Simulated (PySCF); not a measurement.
**C₂HF₂O₃ (charge −1): density, localisation and related maps**

```xyz
8

O     0.9501    0.9952    1.1844
C     1.4522    0.1729    0.4790
O     2.5065   -0.3121    0.2264
O     0.3044   -0.5573   -0.4896
C    -0.8990   -0.1409   -0.3376
F    -1.7973   -1.1524    0.0038
F    -1.4709    0.3464   -1.5128
H    -1.0369    0.6573    0.4218
```

Geometry: GFN2-xTB.

These are results of PBE0/pcSseg-1, SCF density, gas phase, non-relativistic in PySCF, not measurements.

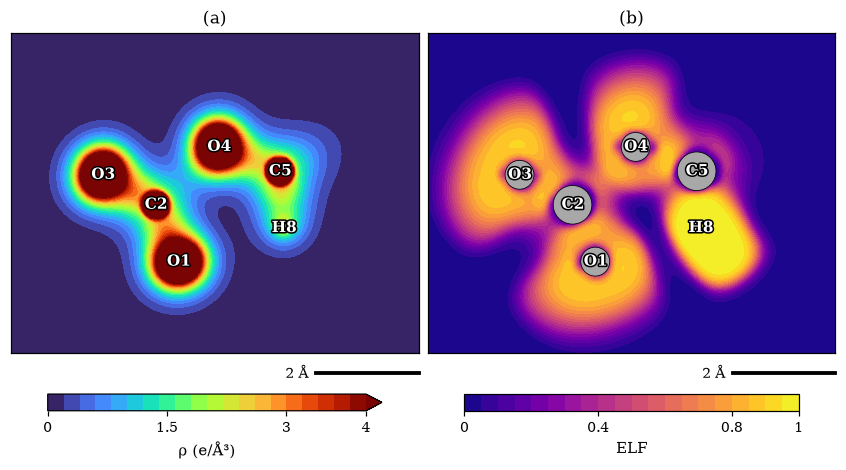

Figure 1. (a) electron density; (b) electron localisation function on the plane of atoms O4, C5 and H8. Grey discs cover the atomic cores in the ELF map.

Q: Describe what can be read from this map.

A: The section cuts through O, C and H sites. C–O (1.19 Å): ρ is about 3.4 e/Å³ halfway; the ELF peaks at about 0.85 between the atoms (a short, multiple covalent bond). C–H (1.11 Å): ρ is about 2.1 e/Å³ halfway; the ELF climbs to about 1 towards the hydrogen, as it does in any bond to H: an ordinary covalent bond to hydrogen. C–O (1.28 Å): ρ at the midpoint is about 2.8 e/Å³; the ELF peaks at about 0.90 between the atoms, as expected for a polar covalent bond. The ELF also peaks beside O1, O3 and O4, away from the bonds: lone-pair regions.

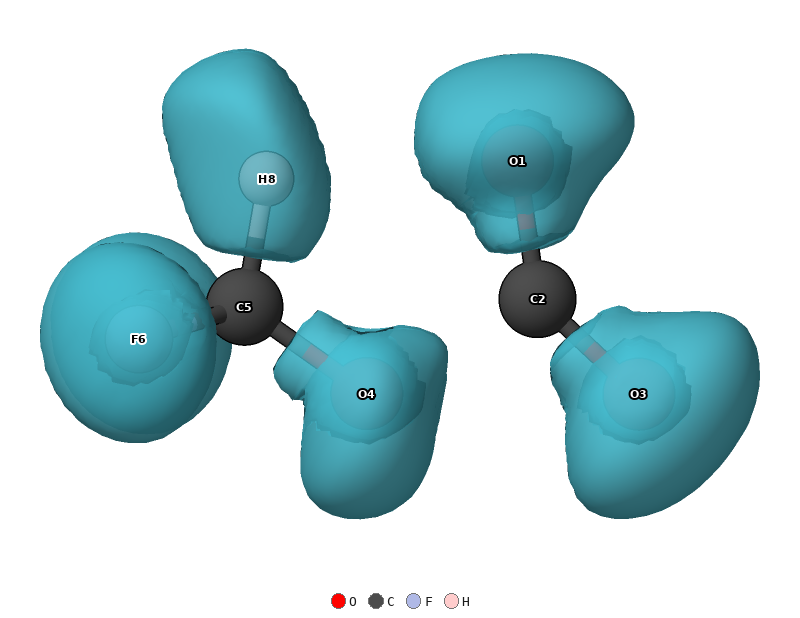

Figure 2. Isosurface of the electron localisation function at 0.75 (cyan), seen across its widest extent. Only the valence region is drawn (cores and ρ < 0.01 e/Å³ removed).

Q: Where are the electrons localised?

A: The ELF exceeds this value in one region around a hydrogen nucleus, two regions on F in which the atom's valence shell and bonds are merged and three regions on O in which the atom's valence shell and bonds are merged. Along the contacts the grid gives the following. C–F (1.39 Å): the ELF peaks at about 0.85 between the atoms: a shared but strongly polarised pair.

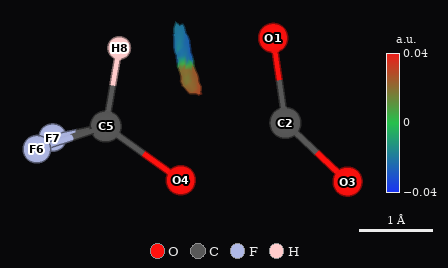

Figure 3. Non-covalent interaction (NCI) plot: the surface where the reduced density gradient is 0.5, for densities under 0.05 a.u., coloured by sign(λ₂)ρ; seen across its widest extent.

Q: What holds or crowds the atoms apart from the covalent bonds?

A: H8···O1 (2.2 Å): a weak contact, attractive (blue-green) on one side and crowded (olive to red) on the other.
